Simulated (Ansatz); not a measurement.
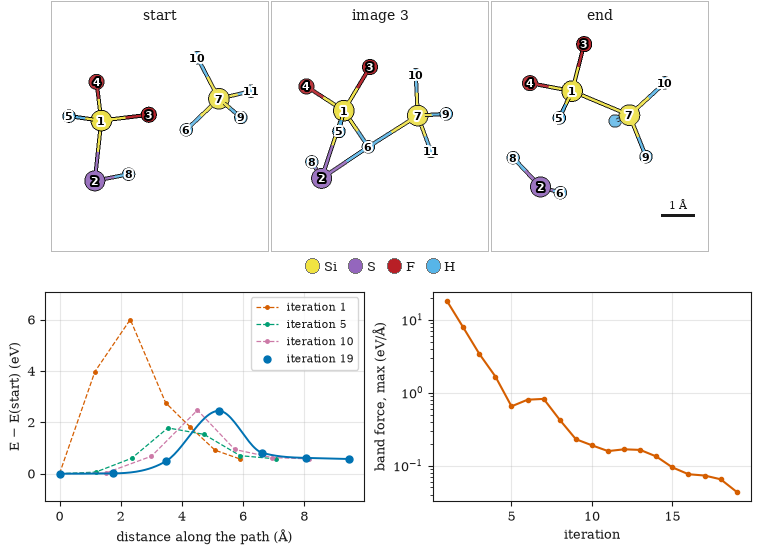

A nudged-elastic-band calculation for Si$_{2}$H$_{6}$SF$_{2}$, made up at the start of SiH2SF2 and SiH₄. Images are numbered from 0 (start) to 6 (end). The plot follows the band through its iterations. The picture is a ball-and-stick view, seen at a tilt.

Computed with RKS PBE0-D4/def2-SVP (Ansatz). Settings: 5 movable images; climbing image; force threshold 0.05 eV/Å; iteration limit 60; spring constant 20.0 eV/Å²; starting path through a guess of the saddle point.

> Judge this run.

The run is converged, with reservations. The band converged in 19 iterations. The largest component of the band force went from 18 to 0.043 eV/Å. The climbing image converged on the top of the path. Its curvatures weren't checked. The first iteration put the highest image at 6.01 eV. The highest point, image 3, lies 2.45 eV above the start and 1.87 eV above the end; the end is at +0.58 eV relative to the start.

Limits of the set-up: the start holds two separate molecules, 2.3 Å apart at their closest, whose relative position is a soft coordinate.

Cost: 3.1 min on 2 threads of Intel(R) Xeon(R) 6975P-C (Granite Rapids), on a shared host, peak memory 0.28 GiB.
